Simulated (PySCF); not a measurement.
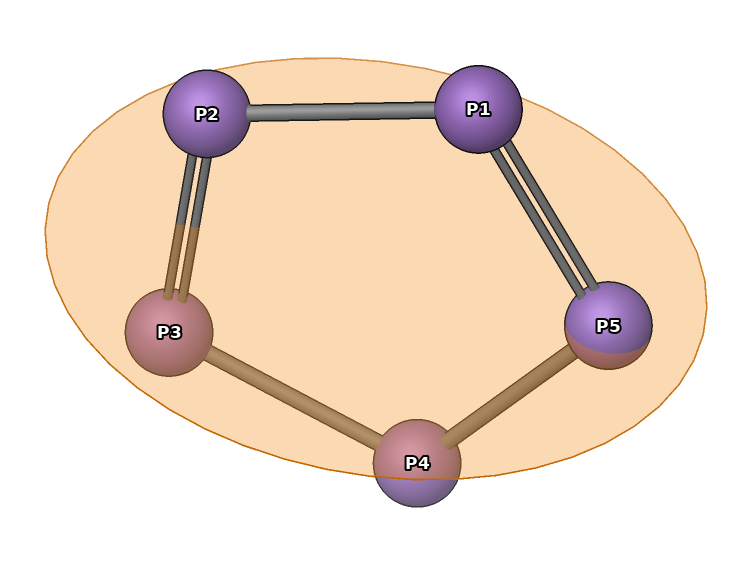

A disc through the centre of mass is drawn in. Atoms fade into the background with distance from the viewer. The species has charge −1 and is a spin singlet. The computed structure is the end point of a PBE0-D3(BJ)/def2-SVP optimisation. No frequency run is at hand to confirm it as a minimum.

### Is the plane of the disc a mirror plane of the structure?

Yes. The reflection leaves P5 in place and moves P1 ↔ P4; P2 ↔ P3. The point group is D5h.
